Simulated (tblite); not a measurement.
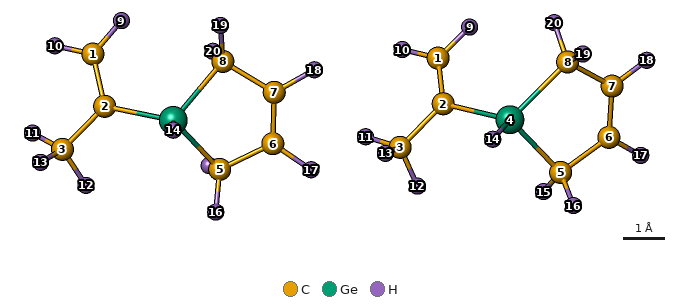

Two geometries of C7H12Ge, drawn at one scale. One is the start of a relaxation, the other its converged end. Style: ball-and-stick. Shown face on.

These are results of tblite 0.8.0, GFN2-xTB geometry optimisation, gas phase, not measurements. 

Which one is relaxed?

Answer. The right one is the relaxed one. H20 moves most after the best rigid fit: 1.46 Å. By element the largest moves are H 1.46 Å, C 0.64 Å, Ge 0.09 Å. Near-neighbour distances that change, for instance: C2–Ge4 1.893 → 1.978 Å, Ge4–C5 1.933 → 1.995 Å, C7–H18 1.140 → 1.082 Å, C6–C7 1.272 → 1.323 Å. Among the angles between lasting bonds that change: C2–Ge4–C8 106.8° → 116.6°, C2–Ge4–H14 117.0° → 108.6°, C3–C2–Ge4 123.6° → 115.6°. Groups turn about Ge4–C8 by about 45°, Ge4–C5 by about 45°, C7–C8 by about 40°. Over 141 geometry steps the energy falls by 76.8 kJ/mol. The run took 2.3 s on 1 thread of Intel(R) Xeon(R) Processor @ 2.70GHz (shared host).
